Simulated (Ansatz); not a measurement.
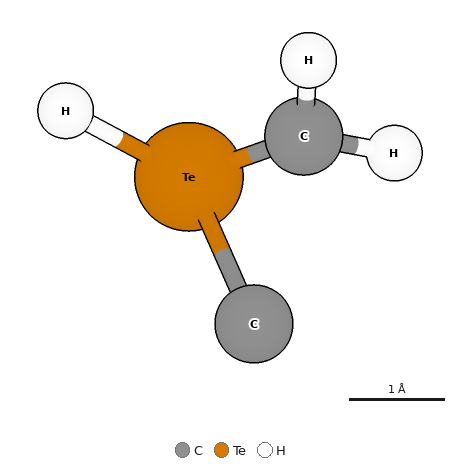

Figure 1. The structure as given in the input (ball-and-stick view, seen at a tilt). Bond lengths as drawn: C–H 1.09 to 1.10 Å, C–Te 1.43 to 2.30 Å and H–Te 1.69 Å.

C2H3Te (charge −1): geometry relaxation (part 1 of 2)

The run: geometry relaxation of C2H3Te, charge −1. Method and program: RKS PBE-D4/def2-SVPD (Ansatz 0.2.0).

## The input
```yaml
crystal:
  periodic: [false, false, false]
  atoms:
    - {symbol: C, position_ang: [1.578281, -0.686207, 0.761058]}
    - {symbol: C, position_ang: [-0.080914, 0.536243, -0.112894]}
    - {symbol: Te, position_ang: [-0.251276, -0.793279, -0.622716]}
    - {symbol: H, position_ang: [-1.339051, -1.597872, 0.389941]}
    - {symbol: H, position_ang: [0.428651, 1.276883, -0.728196]}
    - {symbol: H, position_ang: [-0.713274, 0.984943, 0.664307]}
basis:
  gaussian: {orbitals: def2-SVPD}
total_charge: -1
hamiltonian: {xc: pbe, dispersion: d4}
relax: {f_tol: 0.03, max_steps: 250}
```

Hardware: 2 threads of Arm Neoverse V1, 23 GiB of memory available, shared host.

Launch command:
```bash
ansatz run in.yaml --threads 2 --pin off --events-out ev --progress --plain --max-ram 4352MiB
```

## Output
```
Functional definition: PBE
  name "PBE"
  cite "Perdew, Burke & Ernzerhof, Phys. Rev. Lett. 77, 3865 (1996) doi:10.1103/PhysRevLett.77.3865"
  parent pbe
  parameter kappa = 0.804
  parameter beta = 0.06672455060314922
  exchange = pbe_x(kappa = kappa, mu = beta*pi^2/3)
  correlation = pbe_c(beta = beta)
910 factors; their error is unknown
mean field evaluation 1: about -9385.1671 eV, gradient 5.5e1 eV
mean field evaluation 2: about -9285.9604 eV, gradient 1.4e2 eV
mean field evaluation 4: about -9371.1941 eV, gradient 6.4e1 eV
mean field evaluation 8: about -9393.3548 eV, gradient 1.1e1 eV
mean field evaluation 16: about -9393.7574 eV, gradient 1.7e-3 eV
mean field evaluation 32: about -9393.6557 eV, gradient 4.9e0 eV
mean field -9393.75740109 eV, -345.2142171726 hartree, gradient 8.7e-6 eV, S^2 0.000000; 6 other end points of the search recorded, 0 dependent functions left out
the calculation of the forces begins
reference -9393.75745935 eV, -345.2142193138 hartree; 20, 20 occupied and 79, 79 virtual orbitals, 910 factors
relax step   1: F+E_penalty+E_count = -9393.92980505 eV  Δ(F+E_penalty+E_count) = +0.000e0 eV  max|allowed force component| = 4.974e1 eV/Å  Δτ_max = 0.0000 Å  (124 SCF iters, accepted)
these checks for a lower state are left out or cut short: starts, cluster_reference, orbital_swaps, neighbouring_geometries, increment
910 factors; their error is unknown
mean field -9402.81128967 eV, -345.5469414410 hartree, gradient 2.3e-5 eV, S^2 0.000000; 0 other end points of the search recorded, 0 dependent functions left out
[... from here on the field's lines of each further geometry are left out, up to the last ...]
relax step   2: F+E_penalty+E_count = -9402.98095706 eV  Δ(F+E_penalty+E_count) = -9.051e0 eV  max|allowed force component| = 1.247e1 eV/Å  Δτ_max = 0.1930 Å  (37 SCF iters, accepted)
relax step   3: F+E_penalty+E_count = -9405.59829678 eV  Δ(F+E_penalty+E_count) = -2.617e0 eV  max|allowed force component| = 4.656e0 eV/Å  Δτ_max = 0.1936 Å  (37 SCF iters, accepted)
relax step   4: F+E_penalty+E_count = -9405.99905847 eV  Δ(F+E_penalty+E_count) = -4.008e-1 eV  max|allowed force component| = 3.538e0 eV/Å  Δτ_max = 0.1996 Å  (39 SCF iters, accepted)
relax step   5: F+E_penalty+E_count = -9407.08745141 eV  Δ(F+E_penalty+E_count) = -1.088e0 eV  max|allowed force component| = 1.937e0 eV/Å  Δτ_max = 0.1910 Å  (38 SCF iters, accepted)
relax step   6: F+E_penalty+E_count = -9407.27915779 eV  Δ(F+E_penalty+E_count) = -1.917e-1 eV  max|allowed force component| = 3.592e0 eV/Å  Δτ_max = 0.1951 Å  (37 SCF iters, accepted)
relax step   7: F+E_penalty+E_count = -9407.41124975 eV  Δ(F+E_penalty+E_count) = -1.321e-1 eV  max|allowed force component| = 1.187e0 eV/Å  Δτ_max = 0.2000 Å  (38 SCF iters, accepted)
relax step   8: F+E_penalty+E_count = -9407.53860477 eV  Δ(F+E_penalty+E_count) = -1.274e-1 eV  max|allowed force component| = 1.393e0 eV/Å  Δτ_max = 0.1941 Å  (37 SCF iters, accepted)
relax step   9: F+E_penalty+E_count = -9407.78658332 eV  Δ(F+E_penalty+E_count) = -2.480e-1 eV  max|allowed force component| = 1.046e0 eV/Å  Δτ_max = 0.1386 Å  (38 SCF iters, accepted)
relax step  10: F+E_penalty+E_count = -9408.35882336 eV  Δ(F+E_penalty+E_count) = -5.722e-1 eV  max|allowed force component| = 1.323e0 eV/Å  Δτ_max = 0.1953 Å  (36 SCF iters, accepted)
relax step  11: F+E_penalty+E_count = -9409.03673125 eV  Δ(F+E_penalty+E_count) = -6.779e-1 eV  max|allowed force component| = 1.540e0 eV/Å  Δτ_max = 0.1955 Å  (36 SCF iters, accepted)
relax step  12: F+E_penalty+E_count = -9409.43749673 eV  Δ(F+E_penalty+E_count) = -4.008e-1 eV  max|allowed force component| = 9.638e-1 eV/Å  Δτ_max = 0.1905 Å  (37 SCF iters, accepted)
relax step  13: F+E_penalty+E_count = -9409.65744548 eV  Δ(F+E_penalty+E_count) = -2.199e-1 eV  max|allowed force component| = 5.825e-1 eV/Å  Δτ_max = 0.2000 Å  (37 SCF iters, accepted)
relax step  14: F+E_penalty+E_count = -9409.78817593 eV  Δ(F+E_penalty+E_count) = -1.307e-1 eV  max|allowed force component| = 5.006e-1 eV/Å  Δτ_max = 0.1950 Å  (37 SCF iters, accepted)
relax step  15: F+E_penalty+E_count = -9409.83016317 eV  Δ(F+E_penalty+E_count) = -4.199e-2 eV  max|allowed force component| = 3.730e-1 eV/Å  Δτ_max = 0.1980 Å  (37 SCF iters, accepted)
relax step  16: F+E_penalty+E_count = -9409.83011924 eV  Δ(F+E_penalty+E_count) = +4.393e-5 eV  max|allowed force component| = 5.069e-1 eV/Å  Δτ_max = 0.1031 Å  (31 SCF iters, rejected (line search))
relax step  17: F+E_penalty+E_count = -9409.84949194 eV  Δ(F+E_penalty+E_count) = -1.933e-2 eV  max|allowed force component| = 5.609e-1 eV/Å  Δτ_max = 0.0502 Å  (30 SCF iters, accepted)
relax step  18: F+E_penalty+E_count = -9409.85844445 eV  Δ(F+E_penalty+E_count) = -8.953e-3 eV  max|allowed force component| = 5.706e-1 eV/Å  Δτ_max = 0.0964 Å  (30 SCF iters, accepted)
relax step  19: F+E_penalty+E_count = -9409.88270995 eV  Δ(F+E_penalty+E_count) = -2.427e-2 eV  max|allowed force component| = 2.846e-1 eV/Å  Δτ_max = 0.0611 Å  (32 SCF iters, accepted)
relax step  20: F+E_penalty+E_count = -9409.95025353 eV  Δ(F+E_penalty+E_count) = -6.754e-2 eV  max|allowed force component| = 6.650e-1 eV/Å  Δτ_max = 0.1953 Å  (35 SCF iters, accepted)
relax step  21: F+E_penalty+E_count = -9409.96796962 eV  Δ(F+E_penalty+E_count) = -1.772e-2 eV  max|allowed force component| = 9.081e-1 eV/Å  Δτ_max = 0.1971 Å  (35 SCF iters, accepted)
relax step  22: F+E_penalty+E_count = -9410.04008225 eV  Δ(F+E_penalty+E_count) = -7.211e-2 eV  max|allowed force component| = 7.148e-1 eV/Å  Δτ_max = 0.0889 Å  (37 SCF iters, accepted)
relax step  23: F+E_penalty+E_count = -9410.08020025 eV  Δ(F+E_penalty+E_count) = -4.012e-2 eV  max|allowed force component| = 1.637e-1 eV/Å  Δτ_max = 0.0582 Å  (30 SCF iters, accepted)
relax step  24: F+E_penalty+E_count = -9410.08155499 eV  Δ(F+E_penalty+E_count) = -1.355e-3 eV  max|allowed force component| = 1.387e-1 eV/Å  Δτ_max = 0.0944 Å  (31 SCF iters, accepted)
relax step  25: F+E_penalty+E_count = -9410.08442032 eV  Δ(F+E_penalty+E_count) = -2.865e-3 eV  max|allowed force component| = 1.155e-1 eV/Å  Δτ_max = 0.0227 Å  (31 SCF iters, accepted)
relax step  26: F+E_penalty+E_count = -9410.08533375 eV  Δ(F+E_penalty+E_count) = -9.134e-4 eV  max|allowed force component| = 7.262e-2 eV/Å  Δτ_max = 0.0115 Å  (32 SCF iters, accepted)
the calculation of the forces begins
reference -9409.94317329 eV, -345.8090333298 hartree; 20, 20 occupied and 79, 79 virtual orbitals, 910 factors
relax step  27: F+E_penalty+E_count = -9410.08583302 eV  Δ(F+E_penalty+E_count) = -4.993e-4 eV  max|allowed force component| = 9.214e-3 eV/Å  Δτ_max = 0.0134 Å  (32 SCF iters, accepted)
910 factors; their error is unknown
mean field evaluation 256: about -9409.9751 eV, gradient 2.5e-1 eV
```

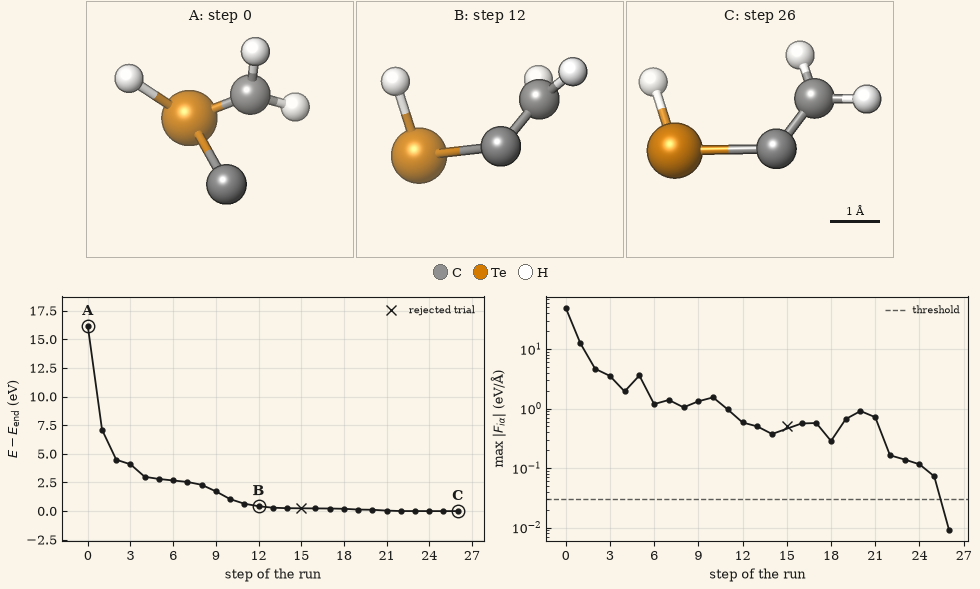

Figure 2. Frames of the relaxation (ball-and-stick view, seen at a tilt) above the curves, on which the letters mark them (the first geometry is step 0 here and step 1 in the log).

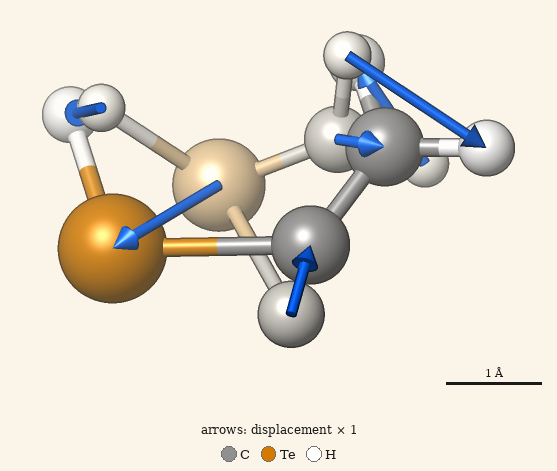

Figure 3. Start (faint) and end (solid) with the displacements as blue arrows, at true length (ball-and-stick view, seen at a tilt). The two geometries are laid on each other by the best rigid fit. The energy falls by 16.156 eV in 26 geometry steps. Largest force component: 50 eV/Å at the start, 0.0092 eV/Å at the end. The line search rejected the trial step at point 15 (counted from 0) and went back. The atom that moves furthest after the best rigid fit is H6 (1.76 Å). By element the largest moves are H 1.76 Å, Te 1.50 Å, C 0.86 Å. Among the contacts that change: C2–Te3 1.434 → 3.060 Å, C1–C2 2.239 → 1.356 Å, C1–Te3 2.296 → 2.150 Å, Te3–H4 1.690 → 1.754 Å. New bonds form: C1–C2 (2.24 → 1.36 Å). Bonds break: C2–Te3 (1.43 → 3.06 Å). Among the angles that change: C1–Te3–H4 100.0° → 111.4°. (Atoms are counted from 1 in the order of the input.)

```
mean field -9409.94311948 eV, -345.8090313524 hartree, gradient 1.7e-5 eV, S^2 0.000000; 1 other end points of the search recorded, 0 dependent functions left out
the calculation of the forces begins
reference -9409.94317329 eV, -345.8090333298 hartree; 20, 20 occupied and 79, 79 virtual orbitals, 910 factors
Total energy: -9410.08588683 eV, -345.8142779557 hartree
Atom 0 at     0.902258    -0.234723     0.530000 Å, force    -0.002010     0.004080    -0.001529 eV/Å
Atom 1 at     0.210076     0.921821     0.381334 Å, force     0.002933    -0.001497     0.001521 eV/Å
Atom 2 at     0.093255    -2.073139    -0.235880 Å, force     0.004867     0.006519     0.004727 eV/Å
Atom 3 at    -1.462857    -1.816954    -1.003265 Å, force    -0.004686    -0.000517    -0.002927 eV/Å
Atom 4 at    -0.778335     1.069686    -0.109659 Å, force     0.001752     0.000628     0.000921 eV/Å
Atom 5 at     0.658021     1.854019     0.788969 Å, force    -0.002856    -0.009214    -0.002713 eV/Å
Dipole moment:    -0.303283    -0.476598    -0.247734 e Å
```

## Trajectory as extended XYZ (Å, eV, eV/Å), 27 frames, from step=1 to step=27
```
6
Properties=species:S:1:pos:R:3:forces:R:3 step=1 energy=-9393.92980
C     1.5783   -0.6862    0.7611   -1.7195   0.4962  -1.5770
C    -0.0809    0.5362   -0.1129    6.3708  48.2119  19.2998
Te   -0.2513   -0.7933   -0.6227   -3.4211 -49.7409 -18.7466
H    -1.3391   -1.5979    0.3899   -1.3064  -0.1580   0.6146
H     0.4287    1.2769   -0.7282   -0.1643   0.5970   0.2867
H    -0.7133    0.9849    0.6643    0.2405   0.5938   0.1225
6
Properties=species:S:1:pos:R:3:forces:R:3 step=2 energy=-9402.98096
C     1.5486   -0.6786    0.7330   -2.0104   0.8400  -1.8103
C    -0.0540    0.6390   -0.0648    2.4292   9.9709   5.2210
Te   -0.2235   -0.9762   -0.6778    1.3354 -12.4740  -4.4012
H    -1.3642   -1.6075    0.4000   -1.4611  -0.1548   0.6539
H     0.4315    1.3210   -0.7205    0.3392   1.1357  -0.4887
H    -0.7160    1.0230    0.6817   -0.6323   0.6822   0.8254
6
Properties=species:S:1:pos:R:3:forces:R:3 step=3 energy=-9405.59830
C     1.4721   -0.5740    0.6187   -1.5581   1.4806  -1.0336
C     0.0449    0.6487    0.0272    2.3298   2.4369   2.0897
Te   -0.1035   -1.1276   -0.6906    0.4641  -4.6555  -1.5550
H    -1.4856   -1.5754    0.4081   -0.8521   0.0235   0.0849
H     0.4314    1.3445   -0.7186   -0.1048   0.5089   0.0064
H    -0.7369    1.0045    0.7066   -0.2790   0.2057   0.4077
6
Properties=species:S:1:pos:R:3:forces:R:3 step=4 energy=-9405.99906
C     1.5244   -0.5178    0.6098   -1.8224   1.4763  -0.9503
C     0.0688    0.6109    0.0450    2.4008   1.7920   1.5379
Te   -0.0164   -1.2110   -0.6708    0.2132  -3.5383  -1.0321
H    -1.5657   -1.4012    0.3525   -0.5561  -0.1752  -0.0106
H     0.3313    1.3342   -0.7380   -0.0254   0.3060   0.1477
H    -0.7200    0.9056    0.7531   -0.2100   0.1392   0.3074
6
Properties=species:S:1:pos:R:3:forces:R:3 step=5 energy=-9407.08745
C     1.4007   -0.3862    0.5475   -1.3911   1.7670  -0.1783
C     0.1895    0.6084    0.1127    1.9374   0.0765   0.4850
Te   -0.0027   -1.2974   -0.6929   -0.3898  -1.6850  -0.8094
H    -1.6137   -1.4183    0.3538   -0.2546  -0.1059  -0.0845
H     0.3442    1.3312   -0.7276   -0.1364  -0.0897   0.3283
H    -0.6957    0.8830    0.7579    0.2345   0.0371   0.2588
```
